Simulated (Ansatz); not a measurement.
# doublet [Si2H6O2]+: levels of theory compared

Aim: a comparison of 6 runs (UHF/3-21G, UB3LYP/6-31G*, UCAM-B3LYP/6-31G*, USVWN5/6-31G*, RPA@PBE0/6-31G*, UCCSD(T)/6-31G*) of doublet [Si2H6O2]+. 

The results are computed with Ansatz 0.2.0.

48 further runs of the same task are left out: 48 set aside as unsound or not needed.

### Step 1. The system as given

[Si2H6O2]+ has 10 atoms, charge +1, and is taken as a doublet. SMILES of the parent species: `O[SiH2][SiH2]O`. The shape is that of a PBE0-D4/def2-TZVP optimisation. This is one conformer, not always the lowest. That shape belongs to the parent species and isn't relaxed for this state.

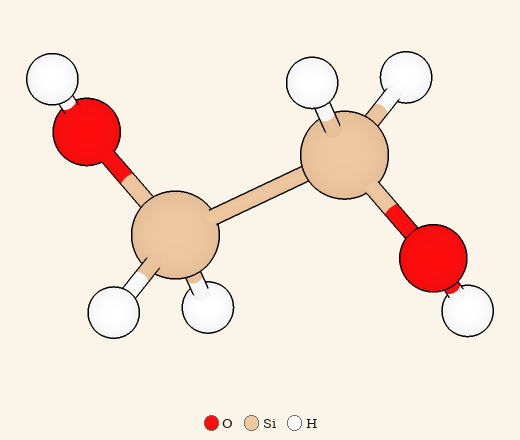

Viewed from a chosen angle; oxygen red, silicon light orange, hydrogen white.

### Step 2. The energy at UHF/3-21G (run 1)

The input, molecule.yaml:

```yaml
crystal:
  periodic: [false, false, false]
  atoms:
    - symbol: O
      position_ang: [-1.023300, 1.887700, 1.029000]
    - symbol: Si
      position_ang: [0.114300, 0.686000, 0.959700]
    - symbol: Si
      position_ang: [-0.148600, -0.673600, -0.947700]
    - symbol: O
      position_ang: [0.987200, -1.877000, -1.014900]
    - symbol: H
      position_ang: [-1.013300, 2.545500, 0.332800]
    - symbol: H
      position_ang: [-0.079100, -0.112900, 2.199100]
    - symbol: H
      position_ang: [1.498300, 1.246700, 0.986300]
    - symbol: H
      position_ang: [-1.533500, -1.232000, -0.975500]
    - symbol: H
      position_ang: [0.047500, 0.124300, -2.187300]
    - symbol: H
      position_ang: [0.975700, -2.534100, -0.318000]
basis:
  gaussian:
    orbitals: 3-21G.json
total_charge: 1
magnetization:
  spin_polarized: true
  initial_magnetization: 1
hamiltonian:
  xc: hf
accuracy: high
output: {orbitals: {seedname: orbitals}}
```

The basis set 3-21G is read from a file made from the Basis Set Exchange's data (not shown).

Launch:

```
$ ansatz run molecule.yaml --threads 1 --pin off --max-ram 3480MiB --events-out events.jsonl --progress --plain --runs-dir runs
```

Standard output:

```text
Warning: RAYON_NUM_THREADS=1 ignored (pool sized by the plan → 1); use --threads N
Functional definition: HF
  name "HF"
  exchange = exact_x
  correlation = 0
1273 factors; integrals over basis functions are off by at most 9.0e-9 eV
mean field evaluation 1: about -19772.0046 eV, gradient 4.2e1 eV
mean field evaluation 2: about -19772.3031 eV, gradient 4.3e1 eV
mean field evaluation 4: about -19778.9202 eV, gradient 1.9e0 eV
mean field evaluation 8: about -19779.0185 eV, gradient 4.5e-1 eV
mean field evaluation 16: about -19779.0339 eV, gradient 2.8e-8 eV
mean field evaluation 32: about -19778.9651 eV, gradient 3.0e-1 eV
mean field evaluation 64: about -19775.5038 eV, gradient 1.3e1 eV
mean field evaluation 96: about -19779.0318 eV, gradient 1.6e-1 eV
mean field -19779.03393878 eV, -726.8660905394 hartree, gradient 6.9e-8 eV, S^2 0.781045; 0 other end points of the search recorded, 0 dependent functions left out
reference -19779.03393878 eV, -726.8660905394 hartree; 25, 24 occupied and 31, 32 virtual orbitals, 1273 factors
Total energy: -19779.03393878 eV, -726.8660905394 hartree
```

Wall time 2.3 s (1 thread of Arm Neoverse V1, shared host); peak memory 0.18 GiB.

### Step 3. A single-point energy at UB3LYP/6-31G(d) (spherical functions) (run 2)

The input, input.yaml:

```yaml
crystal:
  periodic: [false, false, false]
  atoms:
    - {symbol: O, position_ang: [-1.023300, 1.887700, 1.029000]}
    - {symbol: Si, position_ang: [0.114300, 0.686000, 0.959700]}
    - {symbol: Si, position_ang: [-0.148600, -0.673600, -0.947700]}
    - {symbol: O, position_ang: [0.987200, -1.877000, -1.014900]}
    - {symbol: H, position_ang: [-1.013300, 2.545500, 0.332800]}
    - {symbol: H, position_ang: [-0.079100, -0.112900, 2.199100]}
    - {symbol: H, position_ang: [1.498300, 1.246700, 0.986300]}
    - {symbol: H, position_ang: [-1.533500, -1.232000, -0.975500]}
    - {symbol: H, position_ang: [0.047500, 0.124300, -2.187300]}
    - {symbol: H, position_ang: [0.975700, -2.534100, -0.318000]}
basis:
  gaussian: {orbitals: 6-31G_st_-spherical.json}
total_charge: 1
magnetization: {spin_polarized: true, initial_magnetization: 1}
hamiltonian: {xc: {name: B3LYP}}
accuracy: high
output: {orbitals: {seedname: orbitals}}
```

The basis set 6-31G* is read from a file made from the Basis Set Exchange's data (not shown).

Launch:

```
$ ansatz run input.yaml --threads 1 --pin off --max-ram 3480MiB --events-out events.jsonl --progress --plain --runs-dir runs
```

Standard output:

```text
Warning: RAYON_NUM_THREADS=1 ignored (pool sized by the plan → 1); use --threads N
Functional definition: B3LYP
  name "B3LYP"
  parameter a0 = 0.2
  parameter ax = 0.72
  parameter ac = 0.81
  exchange = (1 - a0 - ax)*slater_x + ax*b88_x + a0*exact_x
  correlation = (1 - ac)*vwn_rpa_c + ac*lyp_c
1719 factors; integrals over basis functions are off by at most 8.4e-9 eV
mean field evaluation 1: about -19921.8321 eV, gradient 6.9e1 eV
mean field evaluation 2: about -19845.7250 eV, gradient 1.4e2 eV
mean field evaluation 4: about -19938.6263 eV, gradient 6.6e0 eV
mean field evaluation 8: about -19939.0779 eV, gradient 7.5e-1 eV
mean field evaluation 16: about -19939.0815 eV, gradient 6.3e-4 eV
mean field evaluation 32: about -19939.0815 eV, gradient 2.5e-8 eV
mean field -19939.08154816 eV, -732.7477317000 hartree, gradient 2.5e-8 eV, S^2 0.755123; 0 other end points of the search recorded, 0 dependent functions left out
reference -19939.08159083 eV, -732.7477332681 hartree; 25, 24 occupied and 51, 52 virtual orbitals, 1719 factors
Total energy: -19939.08159083 eV, -732.7477332681 hartree
```

Run time: 16 s. Hardware: 1 thread of Arm Neoverse V1, shared host; peak memory 0.37 GiB.

Runs 3 to 5 aren't shown in full; the table further down has their settings and results.

### Step 4. A single-point energy at UCCSD(T)/6-31G(d) (spherical functions) (run 6)

Changes to input.yaml since step 3:

```diff
@@ -15,6 +15,6 @@
   gaussian: {orbitals: 6-31G_st_-spherical.json}
+scf: {omitted_lower_state_checks: [cluster_reference, increment]}
+accuracy: high
 total_charge: 1
 magnetization: {spin_polarized: true, initial_magnetization: 1}
-hamiltonian: {xc: {name: B3LYP}}
-accuracy: high
-output: {orbitals: {seedname: orbitals}}
+correlation: {method: ccsd_t, frozen_orbitals: {H: 0, O: 1, Si: 5}}
```

The basis set 6-31G* is read from a file made from the Basis Set Exchange's data (not shown).

Launch:

```
$ ansatz run input.yaml --threads 1 --pin off --max-ram 3480MiB --events-out events.jsonl --progress --plain --runs-dir runs
```

Standard output:

```text
Warning: RAYON_NUM_THREADS=1 ignored (pool sized by the plan → 1); use --threads N
[... 13 lines left out ...]
12 core orbitals not correlated: weight in the atoms' cores, before any rotation towards them, 1.000 or more for the frozen orbitals, at most 0.000 for the correlated occupied ones
[... 32 lines left out ...]
Total energy: -19900.40835885 eV, -731.3265182065 hartree
Checks for a lower state left out: cluster_reference, increment
```

It took 43 s on 1 thread of Arm Neoverse V1, shared host; peak memory 0.59 GiB.

### Step 5. Overview of the runs

```csv
run,level,frozen core orbitals,energy (Eh),HOMO energy (eV),LUMO energy (eV),⟨S²⟩,wall time
1,UHF/3-21G,–,-726.866091,-17.31,-8.65,0.781,2.3 s
2,UB3LYP/6-31G* (spherical functions),–,-732.747733,-13.93,-11.62,0.755,16 s
3,UCAM-B3LYP/6-31G* (spherical functions),–,-732.656110,-15.55,-10.49,0.758,19 s
4,USVWN5/6-31G* (spherical functions),–,-729.275496,-12.67,-12.07,0.751,6.6 s
5,RPA@PBE0/6-31G* (spherical functions),12,-731.496986,–,–,0.756,20 s
6,UCCSD(T)/6-31G* (spherical functions),12,-731.326518,–,–,0.766,43 s
```

### Step 6. What came out

| quantity | value |
| --- | --- |
| run 6: total energy | -731.32652 Eh |
| run 6: correlation energy (12 core orbitals frozen) | -566.1 mEh |
| run 6: (T) correction | -13.19 mEh |
| run 6: ⟨S²⟩ of the reference determinant | 0.766 |
| run 6: T1 diagnostic | 0.024 |

**Reading.** Totals of different functionals can't be ranked against each other. All runs together took 1.8 min, the longest 43 s.
